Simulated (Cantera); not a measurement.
Charge: 1 mol B2O3, 6 mol H2, at 7.50 Torr.

Cantera equilibrium calculation (NASA polynomials, part measured and part estimated; ideal gas, pure solids and liquids). Candidate condensed phases: B, B2O3, B3O3H3, H2O; 23 gas species. Rates play no part.

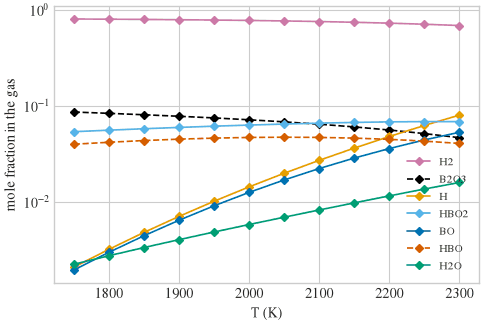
Fig. 1. Equilibrium gas composition (values under 1e-9 drawn at 1e-9)

From 1750 K to 2300 K nothing is condensed. The main B-bearing gas is B2O3 throughout.
